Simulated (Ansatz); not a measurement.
CH₆AsBSSe: several calculations on one system

## 1. Relaxation

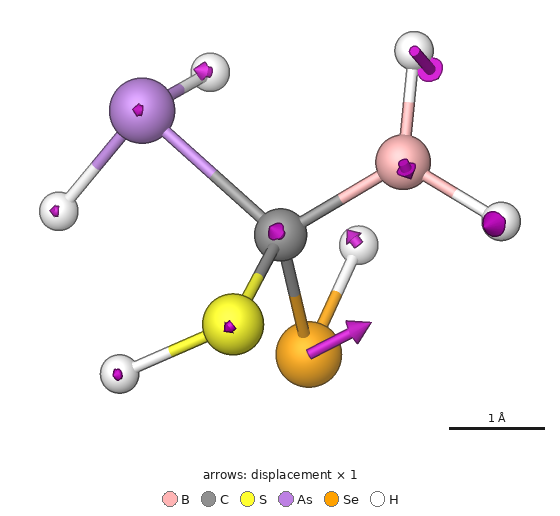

This is a relaxation of CH$_{6}$AsBSSe. The starting structure is drawn; purple arrows show the displacements, at their true length. The two geometries are superimposed by the best rigid fit.

The picture is a ball-and-stick view, seen from a free direction.

The run prepares an end point of a later path (torsion) calculation, from a guessed geometry.

Theory: Ansatz, RKS PBE-D4/def2-SVP.

Input file:
```yaml
crystal:
  periodic: [false, false, false]
  atoms:
    - { symbol: B, position_ang: [-0.7791, 1.3151, 0.4316] }
    - { symbol: C, position_ang: [0.1533, 0.285, -0.221] }
    - { symbol: S, position_ang: [1.4247, 1.168, -1.1507] }
    - { symbol: As, position_ang: [1.0626, -0.7862, 1.2068] }
    - { symbol: Se, position_ang: [-0.8375, -0.8605, -1.4686] }
    - { symbol: H, position_ang: [-1.4175, 2.1254, -0.2792] }
    - { symbol: H, position_ang: [-0.9636, 1.4147, 1.593] }
    - { symbol: H, position_ang: [2.1284, -0.0024, -1.5637] }
    - { symbol: H, position_ang: [-0.3323, -1.5422, 1.5817] }
    - { symbol: H, position_ang: [1.4779, -1.8964, 0.2352] }
    - { symbol: H, position_ang: [-1.8516, -1.2776, -0.3444] }
basis:
  gaussian: { orbitals: def2-SVP }
hamiltonian:
  xc: pbe
  dispersion: d4
relax:
  f_tol: 0.015
  max_steps: 40
```

Run as
```bash
ansatz run input.yaml --threads 2 --pin off --max-ram 3072MiB --backend cpu --events-out ev --progress --plain --runs-dir out
```

**What did the optimiser do to the structure, and how much energy did it gain?**

The largest move after the best rigid fit is that of Se5, 0.76 Å. By element the largest moves are Se 0.76 Å, H 0.74 Å, B 0.24 Å, C 0.22 Å, S 0.13 Å, As 0.11 Å. Near-neighbour distances that change, for instance: B1–Se5 2.889 → 2.187 Å, C2–Se5 1.962 → 2.107 Å, As4–H9 1.630 → 1.543 Å, Se5–H11 1.570 → 1.488 Å. Bond angles that change, for instance: B1–C2–Se5 110.8° → 71.2°, B1–C2–As4 109.4° → 120.5°, B1–C2–S3 108.6° → 115.5°. Groups turn about C2–Se5 by about 35°. After 9 accepted moves (12 points after the start) the energy has fallen by 23.4 kcal/mol. The largest force component goes from 1.5 to 0.0062 eV/Å. The line search rejected the trial steps at points 7, 9, 10 of the run.

## 2. Relaxation

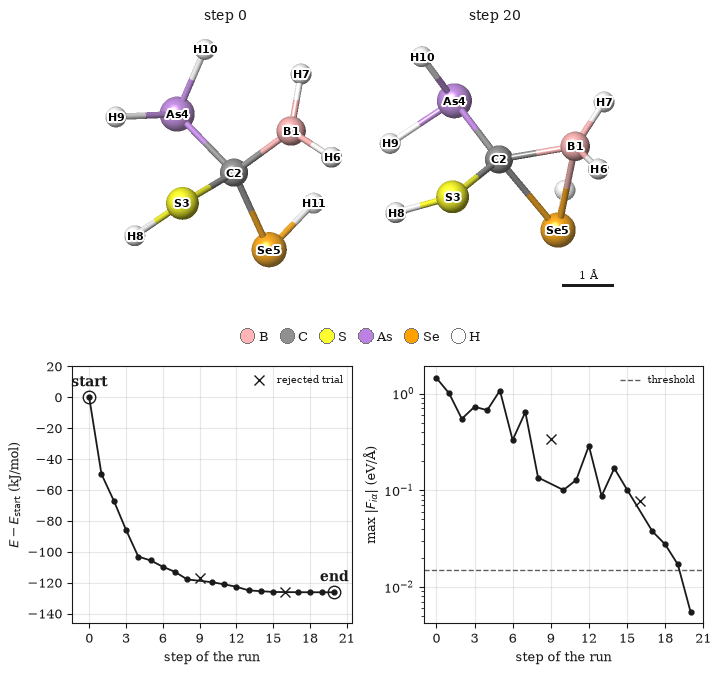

First and last geometry of a relaxation of CH$_{6}$AsBSSe, with the history of the run. Style: ball-and-stick. Shown face on.

The run prepares an end point of a later path (torsion) calculation, from a guessed geometry.

Method: Ansatz 0.2.0, RKS PBE-D4/def2-SVP. Settings: no spin polarisation; force threshold 0.015 eV/Å; at most 40 steps.

Q: Did the run converge, and what did it change?

A: It converged. After 18 accepted moves (20 points after the start) the energy has fallen by 126.1 kJ/mol. The largest force component goes from 1.4 to 0.0055 eV/Å. The line search rejected the trial steps at points 9, 16 of the run. The atom that moves furthest after the best rigid fit is H9 (1.25 Å). By element the largest moves are H 1.25 Å, Se 0.59 Å, B 0.43 Å, C 0.37 Å, As 0.32 Å, S 0.24 Å. Among the contacts that change: B1–Se5 2.889 → 2.182 Å, C2–Se5 1.962 → 2.121 Å, As4–H9 1.630 → 1.547 Å, Se5–H11 1.570 → 1.491 Å. Bond angles that change, for instance: B1–C2–Se5 110.8° → 70.6°, S3–C2–As4 108.0° → 120.7°, B1–C2–As4 109.4° → 117.7°. Groups turn about C2–Se5 by about 35°. Cost: 32 s on 2 threads of AMD EPYC 9R45 96-Core Processor (Zen 5), on a shared host, peak memory 0.24 GiB.

## 3. Path

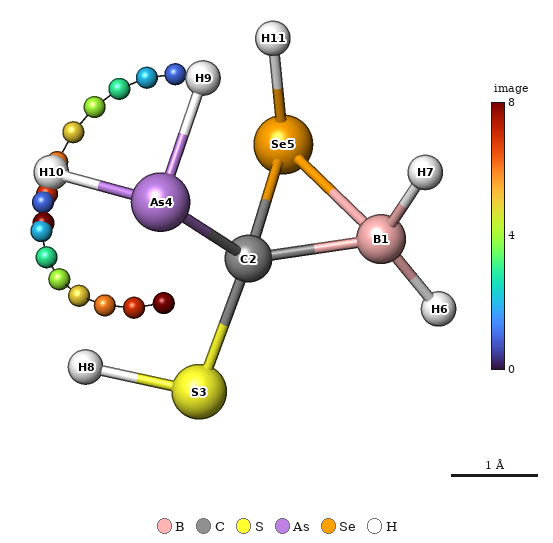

A nudged-elastic-band calculation for CH₆AsBSSe. Images are numbered from 0 (start) to 8 (end). The start is drawn whole; smaller spheres mark the moving atoms (H) in the later images, joined by lines and coloured by the number of the image. A ball-and-stick model, seen at a tilt.

Theory: Ansatz, RKS PBE-D4/def2-SVP. Run with 7 movable images; climbing image; force threshold 0.05 eV/Å; iteration limit 60; starting path by image-dependent pair potential.

Question: Describe the path and its energy.

Answer: The motion is a rotation about the C2–As4 bond by about 120°. No bond forms or breaks between the ends. Among the angles between lasting bonds that change up to the highest image: S3–C2–As4 113.5° → 118.2°, As4–C2–Se5 118.3° → 113.7°. The energy climbs by 3.12 kcal/mol to image 4 and then falls by 3.34 kcal/mol, so the end point sits at −0.22 kcal/mol. The band converged in 4 iterations. The largest component of the band force went from 0.56 to 0.048 eV/Å. The climbing image converged on the top of the path. Its vibrational analysis gives one imaginary mode (180i cm⁻¹), as a transition state must have.

Cost: 47 s on 2 threads of AMD EPYC 9R45 96-Core Processor (Zen 5), with other jobs on the host, peak memory 0.24 GiB.
